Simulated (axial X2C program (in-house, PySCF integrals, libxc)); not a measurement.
CuCl⁺: relativistic diatomic calculation

- system: CuCl⁺. The reference is closed-shell CuCl²⁺; the roots are the vertical energy changes on adding an electron to it, which gives states of CuCl⁺. The distance is the PBE0 minimum at charge 1.
- method: EOM-EA-CCSD, two-component X2C with atomic mean-field Coulomb and Gaunt terms, Cu dyall-acv3z, Cl dyall-av3z (cores contracted) (axial X2C program (in-house, PySCF integrals, libxc))

Log:
```
two-component X2C + atomic mean field  HF
basis functions 183  fitting functions 958  grid points 5079
iter        total energy     max residual
   1      -2112.550049817     2.51e-01
   2      -2112.575275973     3.32e-02
   3      -2112.576249473     1.18e-01
   4      -2112.585399654     1.10e-02
   5      -2112.585915727     2.81e-03
   6      -2112.586432055     6.47e-03
   7      -2112.586527550     2.63e-03
   8      -2112.586553944     4.29e-04
   9      -2112.586558077     3.61e-04
  10      -2112.586559430     1.85e-04
  11      -2112.586560011     1.06e-04
  12      -2112.586560330     8.61e-05
  13      -2112.586560460     6.25e-05
  14      -2112.586560490     1.50e-05
  15      -2112.586560494     4.87e-06
  16      -2112.586560494     1.77e-06
converged
one-electron -3168.24833578  Coulomb 1022.20229559  exact exchange -93.59048681  xc functional 0.00000000  nuclear repulsion 127.63422944  atomic mean-field constant -0.58426295
correlated 16  virtual 280  natural virtual 88  E(MP2) -0.727252496  MP2 remainder -0.137115983
iter   CCSD correlation   residual
   1     -0.462828179   4.87e-01
   2     -0.520861001   5.73e-01
   3     -0.536697894   1.02e-01
   4     -0.542267476   7.35e-02
   5     -0.543434057   3.70e-02
   6     -0.544755710   2.23e-02
   7     -0.544952065   9.63e-03
   8     -0.544853765   5.94e-03
   9     -0.545310088   3.88e-03
  10     -0.545177218   2.52e-03
  11     -0.545146893   1.50e-03
  12     -0.545191266   1.31e-03
  13     -0.545139094   1.09e-03
  14     -0.545142844   8.71e-04
  15     -0.545177597   5.87e-04
  16     -0.545164240   3.94e-04
  17     -0.545162337   2.99e-04
  18     -0.545170855   2.15e-04
  19     -0.545162443   1.68e-04
  20     -0.545158095   1.05e-04
  21     -0.545163345   6.69e-05
  22     -0.545162584   3.97e-05
  23     -0.545162356   2.26e-05
  24     -0.545163370   1.20e-05
  25     -0.545163453   8.29e-06
  26     -0.545163332   6.52e-06
  27     -0.545163586   4.71e-06
  28     -0.545163610   3.39e-06
  29     -0.545163488   2.01e-06
  30     -0.545163526   1.68e-06
  31     -0.545163511   1.27e-06
(T) -0.044054565873106015  T1 0.1009  D1 0.2711  max T2 0.300
EOM-EA-CCSD roots
2*Omega      energy/Eh   energy/eV  one-particle weight
    1      -0.50436070    -13.7244      0.002
    1      -0.49812898    -13.5548      0.927
    1      -0.47833598    -13.0162      0.020
    1      -0.40823928    -11.1088      0.000
    1      -0.38174620    -10.3878      0.016
    3      -0.66242175    -18.0254      0.934
    3      -0.43906860    -11.9477      0.038
    3      -0.38286805    -10.4184      0.001
    3      -0.35245170     -9.5907      0.044
    5      -0.40642326    -11.0593      0.000
    5      -0.39216851    -10.6714      0.000
    7      -0.41684636    -11.3430      0.000
```

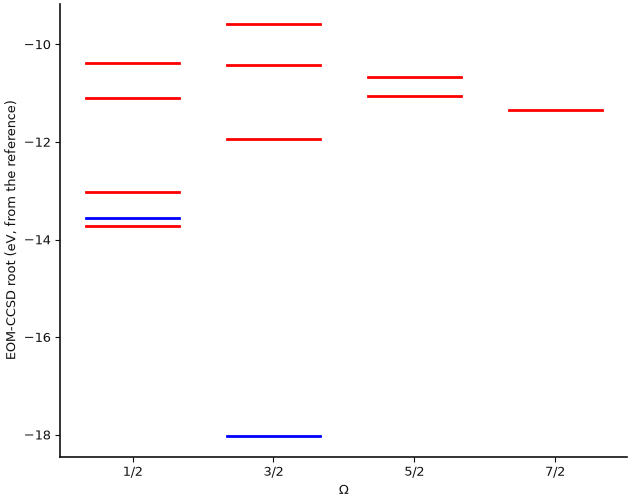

*EOM-CCSD roots by Ω at 2.04 Å; roots whose one-particle weight is under 0.8 have the second colour.*

The lowest has Ω = 3/2 and lies at −18.025 eV, with one-particle weight 0.93. 10 of the 12 roots are less well described at this level.

Input:
```
{"zs": [29, 17], "q": 1, "bas": ["dyall-acv3z", "dyall-av3z"], "r0": 2.11, "eom": "ea", "thr": -2.0, "nmax": 92, "grid": [1, 0.96, 1.045, 0.92, 1.09, 1.15]}
```

The line is the task of a batch: nuclear charges, charge, bases, a first guess of the distance and further settings. This report covers the levels named above. The log is that of the reference distance 2.044 Å.

The run was one of a batch that the task file lists, launched with:
```bash
python <driver script> task.json out
```

Key numbers:

- outcome: converged
- HF energy of the reference CuCl²⁺: −2112.58656 hartree
- MP2 energy of the reference CuCl²⁺: −2113.31381 hartree
- CCSD energy of the reference CuCl²⁺ (with the MP2 share of the virtual spinors left out of the coupled-cluster step): −2113.26884 hartree
- CCSD(T) energy of the reference CuCl²⁺: −2113.31289 hartree
- T1 diagnostic (spinor form; for a closed shell √2 times the usual value): 0.101
- hardware: 1 thread of Arm Neoverse V1, 24 GiB of memory available, shared host
- wall time: 32 s
- peak memory: 0.98 GiB
